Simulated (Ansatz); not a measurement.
Electronic density of states of amorphous Si20P2O45, density 2.37 g/cm³, on a 2×2×2 Γ-centred mesh with a Gaussian width of 0.1 eV; energies count from the Fermi level, whose place inside the gap is arbitrary. Cell and mesh are small, so fine structure isn't converged. All values below come from PBE, scalar-relativistic without spin-orbit coupling (plane waves to 420 eV, PAW; Ansatz, a program for electronic structure). Sampling: a 2×2×2 Γ-centred mesh; Fermi-Dirac width 0.02 eV; no spin polarisation. At PBE the levels at the filled edge of the gap are localised (band-tail or defect states), and the nearest spread-out levels lie 5.4 eV apart at the zone centre.

Preparation: random packing, a CHGNet melt and quench, and a DFT relaxation. O atoms were pushed apart under 1.9 Å during the dynamics, to hinder bonds among them. The hot cell started wider than the set density and was brought back towards it in steps. It is the lowest in DFT energy of 2 quenches. It is a model cell: composition and starting density were chosen by hand, and all elements were melted together. No dispersion term was used. Its density started from a set value of 2.38 and ended at 2.37 g/cm³. Cooling (nominally 280 K/ps over its main leg) ran many orders faster than in experiment, which tends to leave more defects and strain. Values belong to this one cell and scatter from quench to quench. The volume was held where the preparation left it, at a PBE pressure of -0.4 GPa (tension). Stress components on the final sampling reach 0.7 GPa.

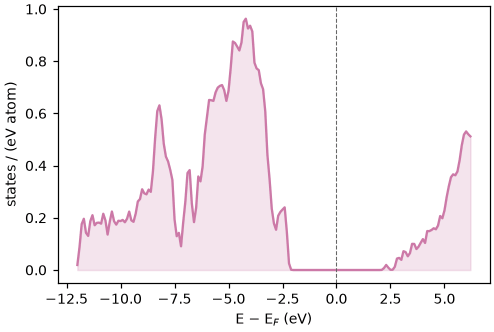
Figure. Density of states per atom

The level gap on this mesh is 4.65 eV; the broadening fills part of it in the curve.
